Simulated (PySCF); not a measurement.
## Geometry relaxation, with input and output: C$_{2}$F$_{3}$N

- system: C$_{2}$F$_{3}$N, SMILES N#CC(F)(F)F
- method: BP86/def2-SVP, RKS (PySCF 2.14.0)

The geometry comes from this level: PBE0-D4/def2-TZVP symmetrised.

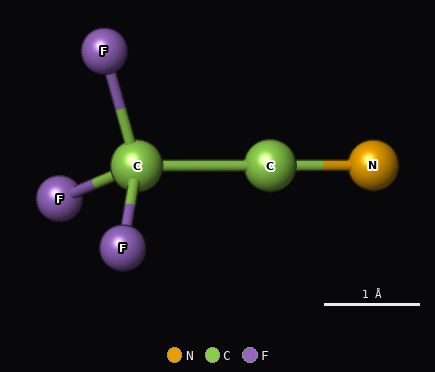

Figure 1. The input geometry (ball-and-stick view, seen at a tilt). Bond lengths as drawn: C–C 1.48 Å, C–F 1.33 Å and C–N 1.15 Å.

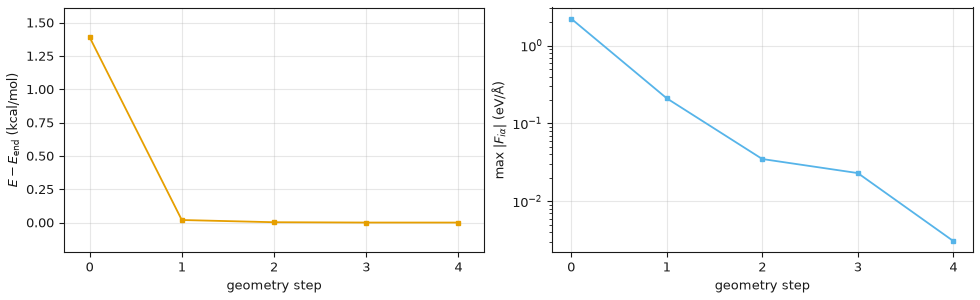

Figure 2. Progress of the relaxation, step by step (steps are counted from 0).

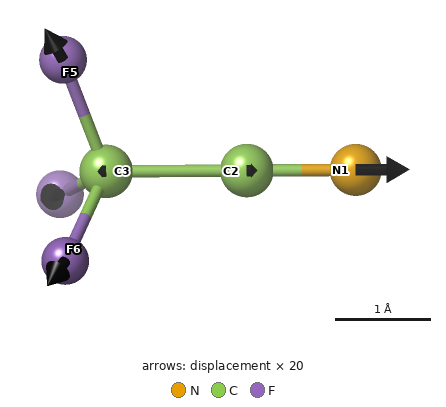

Figure 3. The starting structure with the displacements as black arrows, magnified 20 times (ball-and-stick view, seen at a tilt). The two geometries are laid on each other by the best rigid fit. N1 moves most after the best rigid fit: 0.029 Å. Largest moves by element: N 0.029 Å, F 0.020 Å, C 0.006 Å. Among the contacts that change: N1–C2 1.146 → 1.169 Å, C3–F4 1.326 → 1.344 Å, C2–C3 1.481 → 1.492 Å. Over 4 geometry steps the energy falls by 1.39 kcal/mol. Largest force component: 2.2 eV/Å at the start, 0.0031 eV/Å at the end. (Atoms are counted from 1 in the order of the input.)

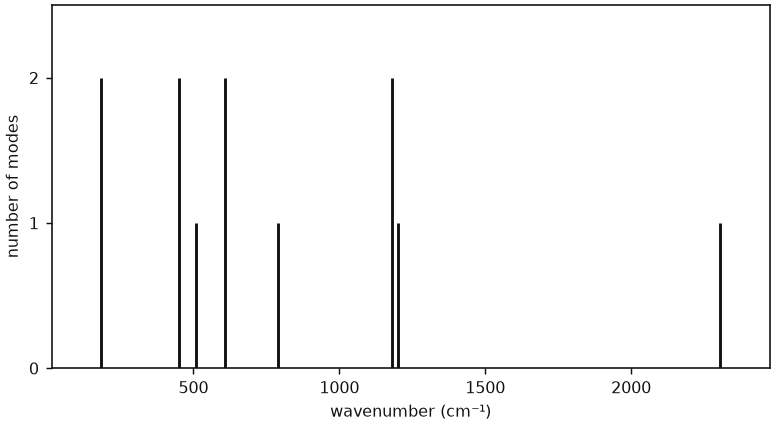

Figure 4. Harmonic vibrational wavenumbers from the force constants; neighbouring modes closer than 10 cm⁻¹ are counted in one stick. 12 modes from 183 to 2305 cm⁻¹, none imaginary.

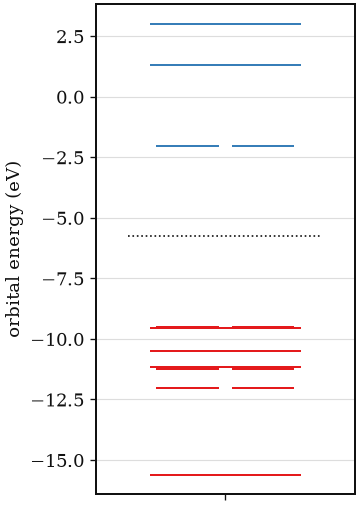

Figure 5. Orbital energies near the frontier; the dotted line parts filled from empty levels, and levels within 0.02 eV of each other stand side by side. Highest filled −9.50 eV, lowest empty −2.03 eV, 7.47 eV apart.

The input that produced these results follows, with the program's output.

### Input file (input.py)
```python
import numpy
from pyscf import gto, dft, symm
from pyscf.hessian import thermo
from pyscf.geomopt.geometric_solver import kernel as optimise

mol = gto.M(
    atom='geometry.xyz',
    max_memory=1860,
    basis='def2-svp',
    verbose=3,
)

myscf = dft.RKS(mol)
myscf.xc = 'bp86'
myscf.conv_tol = 1e-10
myscf.grids.level = 4
converged, mol_eq = optimise(myscf, maxsteps=80)
print('converged:', converged)
print(mol_eq.tostring())

myscf.reset(mol_eq)
mol = mol_eq
myscf.kernel()
e_final = myscf.e_tot
print('E = %.10f Eh' % e_final)
hess = myscf.Hessian().kernel()
modes = thermo.harmonic_analysis(mol, hess)
print('frequencies (1/cm)', numpy.round(modes['freq_wavenumber'], 1))
symm.geom.TOLERANCE = 1e-3  # for the symmetry number
th = thermo.thermo(myscf, modes['freq_au'], 298.15, 101325)
thermo.dump_thermo(mol, th)
```

### File geometry.xyz
```
6

N      1.087927    -1.816038     0.965902
C      0.552027    -0.921538     0.490202
C     -0.140573     0.234662    -0.124798
F     -1.250196    -0.166784    -0.729918
F      0.647345     0.816037    -1.019125
F     -0.459347     1.123873     0.805914
```

Launched with:
```bash
OMP_NUM_THREADS=1 python input.py
```

### Log
```
#|     Arguments passed to driver run_optimizer():      |#
customengine              <pyscf.geomopt.geometric_solver.PySCFEngine object>
maxiter                   80
----------------------------------------------------------
Custom engine selected.
Bonds will be generated from interatomic distances less than 1.20 times sum of covalent radii
18 internal coordinates being used (instead of 18 Cartesians)
Internal coordinate system (atoms numbered from 1):
Distance 1-2
Distance 2-3
Distance 3-4
Distance 3-5
Distance 3-6
Angle 2-3-4
Angle 2-3-5
Angle 2-3-6
Angle 4-3-5
Angle 4-3-6
Angle 5-3-6
LinearAngleX 1-2-3
LinearAngleY 1-2-3
Translation-X 1-6
Translation-Y 1-6
Translation-Z 1-6
Rotation-A 1-6
Rotation-B 1-6
Rotation-C 1-6
<class 'geometric.internal.Distance'> : 5
<class 'geometric.internal.Angle'> : 6
<class 'geometric.internal.LinearAngle'> : 2
<class 'geometric.internal.TranslationX'> : 1
<class 'geometric.internal.TranslationY'> : 1
<class 'geometric.internal.TranslationZ'> : 1
<class 'geometric.internal.RotationA'> : 1
<class 'geometric.internal.RotationB'> : 1
<class 'geometric.internal.RotationC'> : 1
> ===== Optimization Info: ====
> Job type: Energy minimization
> Maximum number of optimization cycles: 80
> Initial / maximum trust radius (Angstrom): 0.100 / 0.300
> Convergence Criteria:
> Will converge when all 5 criteria are reached:
>  |Delta-E| < 1.00e-06
>  RMS-Grad  < 3.00e-04
>  Max-Grad  < 4.50e-04
>  RMS-Disp  < 1.20e-03
>  Max-Disp  < 1.80e-03
> === End Optimization Info ===

Geometry optimization cycle 1
Cartesian coordinates (Angstrom)
 Atom        New coordinates             dX        dY        dZ
   N   1.087927  -1.816038   0.965902    0.000000  0.000000  0.000000
   C   0.552027  -0.921538   0.490202    0.000000  0.000000  0.000000
   C  -0.140573   0.234662  -0.124798    0.000000  0.000000  0.000000
   F  -1.250196  -0.166784  -0.729918    0.000000  0.000000  0.000000
   F   0.647345   0.816037  -1.019125    0.000000  0.000000  0.000000
   F  -0.459347   1.123873   0.805914    0.000000  0.000000  0.000000

WARN: Mole.unit (angstrom) is changed to Bohr

converged SCF energy = -430.128439636919
--------------- RKS_Scanner gradients ---------------
         x                y                z
0 N    -0.0258532306     0.0431604218    -0.0229543820
1 C     0.0214060781    -0.0357366434     0.0190105165
2 C    -0.0033777494     0.0056437035    -0.0029876359
3 F     0.0155100233     0.0065466128     0.0083110247
4 F    -0.0118189147    -0.0075918455     0.0124457407
5 F     0.0041327637    -0.0120387367    -0.0138084364
----------------------------------------------
cycle 1: E = -430.128439637  dE = -430.128  norm(grad) = 0.0791481
Step    0 : Gradient = 3.231e-02/5.530e-02 (rms/max) Energy = -430.1284396369
Hessian Eigenvalues: 5.00000e-02 5.00000e-02 5.00000e-02 ... 6.04317e-01 6.04366e-01 1.37319e+00

Geometry optimization cycle 2
Cartesian coordinates (Angstrom)
 Atom        New coordinates             dX        dY        dZ
   N   1.100429  -1.837413   0.977299    0.012502 -0.021375  0.011397
   C   0.554728  -0.926229   0.492663    0.002701 -0.004691  0.002461
   C  -0.144478   0.241474  -0.128533   -0.003905  0.006812 -0.003735
   F  -1.266566  -0.170546  -0.739739   -0.016370 -0.003762 -0.009821
   F   0.657928   0.825816  -1.032477    0.010583  0.009779 -0.013352
   F  -0.464792   1.138157   0.817895   -0.005445  0.014284  0.011981
converged SCF energy = -430.130626068428
--------------- RKS_Scanner gradients ---------------
         x                y                z
0 N    -0.0016775196     0.0028068398    -0.0014936971
1 C     0.0024310438    -0.0040464997     0.0021526851
2 C    -0.0024539419     0.0040938007    -0.0021743924
3 F     0.0011656944    -0.0004500623     0.0007958654
4 F    -0.0001125640    -0.0011071108     0.0009774988
5 F     0.0006493631    -0.0013142720    -0.0002446724
----------------------------------------------
cycle 2: E = -430.130626068  dE = -0.00218643  norm(grad) = 0.00859932
Step    1 : Displace = 1.823e-02/2.746e-02 (rms/max) Trust = 1.000e-01 (=) Grad = 3.511e-03/5.245e-03 (rms/max) E (change) = -430.1306260684 (-2.186e-03) Quality = 1.025
Hessian Eigenvalues: 4.99991e-02 5.00000e-02 5.00000e-02 ... 6.04297e-01 6.04346e-01 1.31406e+00

Geometry optimization cycle 3
Cartesian coordinates (Angstrom)
 Atom        New coordinates             dX        dY        dZ
   N   1.101356  -1.839570   0.978514    0.000927 -0.002157  0.001215
   C   0.555049  -0.927004   0.493089    0.000321 -0.000774  0.000425
   C  -0.142768   0.238935  -0.127248    0.001710 -0.002539  0.001285
   F  -1.266980  -0.167709  -0.740967   -0.000414  0.002837 -0.001228
   F   0.656433   0.827766  -1.033029   -0.001495  0.001950 -0.000552
   F  -0.465978   1.140001   0.815857   -0.001185  0.001844 -0.002038
converged SCF energy = -430.130652609037
--------------- RKS_Scanner gradients ---------------
         x                y                z
0 N     0.0001201134    -0.0001933984     0.0001021261
1 C     0.0004132609    -0.0006794416     0.0003595701
2 C    -0.0003168205     0.0005256286    -0.0002756648
3 F     0.0003273804     0.0004493603     0.0001368630
4 F    -0.0005293374     0.0000071111     0.0002545386
5 F    -0.0000161406    -0.0001260049    -0.0005616624
----------------------------------------------
cycle 3: E = -430.130652609  dE = -2.65406e-05  norm(grad) = 0.00151033
Step    2 : Displace = 2.676e-03/3.538e-03 (rms/max) Trust = 1.414e-01 (+) Grad = 6.166e-04/8.728e-04 (rms/max) E (change) = -430.1306526090 (-2.654e-05) Quality = 0.936
Hessian Eigenvalues: 4.99260e-02 5.00000e-02 5.00000e-02 ... 6.04297e-01 6.04346e-01 1.34610e+00

Geometry optimization cycle 4
Cartesian coordinates (Angstrom)
 Atom        New coordinates             dX        dY        dZ
   N   1.100167  -1.838191   0.977845   -0.001189  0.001379 -0.000669
   C   0.554006  -0.925459   0.492259   -0.001042  0.001545 -0.000829
   C  -0.142598   0.239040  -0.127411    0.000170  0.000106 -0.000163
   F  -1.266936  -0.168789  -0.741329    0.000044 -0.001080 -0.000362
   F   0.658116   0.827215  -1.033113    0.001683 -0.000551 -0.000084
   F  -0.465570   1.139767   0.816895    0.000408 -0.000235  0.001038
converged SCF energy = -430.130656439307
--------------- RKS_Scanner gradients ---------------
         x                y                z
0 N     0.0002642413    -0.0004332210     0.0002295405
1 C    -0.0002629898     0.0004481214    -0.0002394689
2 C    -0.0000667949     0.0001037438    -0.0000516589
3 F     0.0000275171    -0.0000388662     0.0000385117
4 F     0.0000076036    -0.0000476300     0.0000238315
5 F     0.0000295842    -0.0000487071     0.0000143121
----------------------------------------------
cycle 4: E = -430.130656439  dE = -3.83027e-06  norm(grad) = 0.000815785
Step    3 : Displace = 1.452e-03/1.817e-03 (rms/max) Trust = 2.000e-01 (+) Grad = 3.330e-04/5.721e-04 (rms/max) E (change) = -430.1306564393 (-3.830e-06) Quality = 0.964
Hessian Eigenvalues: 4.94156e-02 5.00000e-02 5.00000e-02 ... 6.04299e-01 6.04347e-01 1.33523e+00

Geometry optimization cycle 5
Cartesian coordinates (Angstrom)
 Atom        New coordinates             dX        dY        dZ
   N   1.099760  -1.838069   0.977840   -0.000406  0.000123 -0.000004
   C   0.553888  -0.925441   0.492246   -0.000119  0.000018 -0.000013
   C  -0.142454   0.239137  -0.127555    0.000145  0.000097 -0.000144
   F  -1.266757  -0.168403  -0.741801    0.000179  0.000386 -0.000472
   F   0.658420   0.827380  -1.033119    0.000304  0.000165 -0.000007
   F  -0.465618   1.140008   0.816596   -0.000048  0.000241 -0.000299
converged SCF energy = -430.13065658498
--------------- RKS_Scanner gradients ---------------
         x                y                z
0 N     0.0000412817    -0.0000599658     0.0000308512
1 C    -0.0000292260     0.0000565264    -0.0000306440
2 C    -0.0000158168     0.0000219911    -0.0000098521
3 F     0.0000014391    -0.0000102579     0.0000172224
4 F    -0.0000082905    -0.0000135680     0.0000039310
5 F     0.0000096113    -0.0000112563     0.0000033867
----------------------------------------------
cycle 5: E = -430.130656585  dE = -1.45673e-07  norm(grad) = 0.000113903
Step    4 : Displace = 9.108e-05/1.269e-04 (rms/max) Trust = 2.828e-01 (+) Grad = 4.650e-05/7.907e-05 (rms/max) E (change) = -430.1306565850 (-1.457e-07) Quality = 0.947
Hessian Eigenvalues: 4.94156e-02 5.00000e-02 5.00000e-02 ... 6.04299e-01 6.04347e-01 1.33523e+00
Converged! =D

converged: True
N           1.09976044       -1.83806869        0.97784030
C           0.55388770       -0.92544119        0.49224610
C          -0.14245350        0.23913732       -0.12755456
F          -1.26675720       -0.16840299       -0.74180104
F           0.65842007        0.82738003       -1.03311909
F          -0.46561810        1.14000752        0.81659609
converged SCF energy = -430.130656584983
E = -430.1306565850 Eh
frequencies (1/cm) [ 182.7  183.9  449.2  449.5  507.5  608.1  608.2  790.3 1180.  1180.
 1199.8 2305.3]
temperature 298.1500 [K]
pressure 101325.00 [Pa]
Rotational constants [GHz] 5.56208 2.89271 2.89263
Symmetry number 1
Zero-point energy (ZPE) 0.02197 [Eh]   57687.379 [J/mol]
                           tot       elec      trans        rot        vib
Entropy [J/mol/K]       309.390      0.000    165.544    110.197     33.650
Cv [J/mol/K]             71.069      0.000     12.472     12.472     46.125
Cp [J/mol/K]             79.383      0.000     20.786     12.472     46.125
Internal energy [J/mol]                      3718.434   3718.434  63903.434
Internal energy [Eh]   -430.10348  -430.13066
Enthalpy [J/mol]                             6197.391   3718.434  63903.434
Enthalpy [Eh]          -430.10254
Gibbs free energy [J/mol]                  -43159.416 -29136.811  53870.785
Gibbs free energy [Eh] -430.13767
```

### Trajectory as extended XYZ (Å, eV, eV/Å), 5 frames, from step=0 to step=4
```
6
Properties=species:S:1:pos:R:3:forces:R:3 step=0 energy=-11704.39111
N     1.0879   -1.8160    0.9659    1.3294  -2.2194   1.1804
C     0.5520   -0.9215    0.4902   -1.1007   1.8377  -0.9776
C    -0.1406    0.2347   -0.1248    0.1737  -0.2902   0.1536
F    -1.2502   -0.1668   -0.7299   -0.7976  -0.3366  -0.4274
F     0.6473    0.8160   -1.0191    0.6078   0.3904  -0.6400
F    -0.4593    1.1239    0.8059   -0.2125   0.6191   0.7101
6
Properties=species:S:1:pos:R:3:forces:R:3 step=1 energy=-11704.45060
N     1.1004   -1.8374    0.9773    0.0863  -0.1443   0.0768
C     0.5547   -0.9262    0.4927   -0.1250   0.2081  -0.1107
C    -0.1445    0.2415   -0.1285    0.1262  -0.2105   0.1118
F    -1.2666   -0.1705   -0.7397   -0.0599   0.0231  -0.0409
F     0.6579    0.8258   -1.0325    0.0058   0.0569  -0.0503
F    -0.4648    1.1382    0.8179   -0.0334   0.0676   0.0126
6
Properties=species:S:1:pos:R:3:forces:R:3 step=2 energy=-11704.45132
N     1.1014   -1.8396    0.9785   -0.0062   0.0099  -0.0053
C     0.5550   -0.9270    0.4931   -0.0213   0.0349  -0.0185
C    -0.1428    0.2389   -0.1272    0.0163  -0.0270   0.0142
F    -1.2670   -0.1677   -0.7410   -0.0168  -0.0231  -0.0070
F     0.6564    0.8278   -1.0330    0.0272  -0.0004  -0.0131
F    -0.4660    1.1400    0.8159    0.0008   0.0065   0.0289
6
Properties=species:S:1:pos:R:3:forces:R:3 step=3 energy=-11704.45143
N     1.1002   -1.8382    0.9778   -0.0136   0.0223  -0.0118
C     0.5540   -0.9255    0.4923    0.0135  -0.0230   0.0123
C    -0.1426    0.2390   -0.1274    0.0034  -0.0053   0.0027
F    -1.2669   -0.1688   -0.7413   -0.0014   0.0020  -0.0020
F     0.6581    0.8272   -1.0331   -0.0004   0.0024  -0.0012
F    -0.4656    1.1398    0.8169   -0.0015   0.0025  -0.0007
6
Properties=species:S:1:pos:R:3:forces:R:3 step=4 energy=-11704.45143
N     1.0998   -1.8381    0.9778   -0.0021   0.0031  -0.0016
C     0.5539   -0.9254    0.4922    0.0015  -0.0029   0.0016
C    -0.1425    0.2391   -0.1276    0.0008  -0.0011   0.0005
F    -1.2668   -0.1684   -0.7418   -0.0001   0.0005  -0.0009
F     0.6584    0.8274   -1.0331    0.0004   0.0007  -0.0002
F    -0.4656    1.1400    0.8166   -0.0005   0.0006  -0.0002
```

### Results in brief

| quantity | value |
| --- | --- |
| outcome | converged |
| total energy | −430.130657 hartree |
| basis functions | 84 |
| HOMO | −9.50 eV |
| LUMO | −2.03 eV |
| zero-point energy | 0.021972 hartree |
| dipole moment | 1.32 D |
| wavenumbers, lowest and highest | 183 and 2305 cm⁻¹ |
| hardware | 1 thread of Intel Xeon (Granite Rapids), 16 GiB of memory available, shared host |
| wall time | 2 min |
| peak memory | 1.2 GiB |

The record of the run, not the program, notes: symmetry number missed.
